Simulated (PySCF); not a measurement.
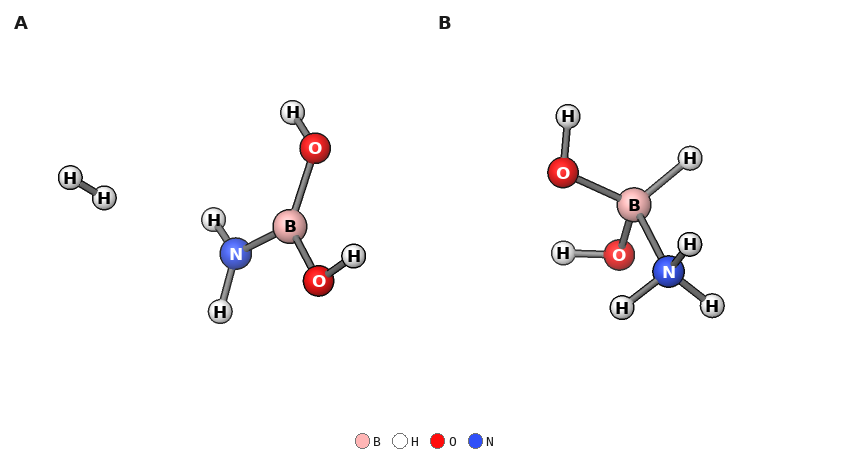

2 stationary structures of one formula. Geometries: PBE0-D4/def2-TZVP. Electronic energies: CCSD(T)/CBS (MP2 limit from def2-TZVPP and def2-QZVPP plus CCSD(T) − MP2) (PySCF 2.14.0), without zero-point energy. No frequency run is at hand to confirm each as a minimum. Each is one conformer, not always the lowest.

Question: Which structure is the most stable?

Answer: A is lowest; B lies 53.3 kJ/mol above it.
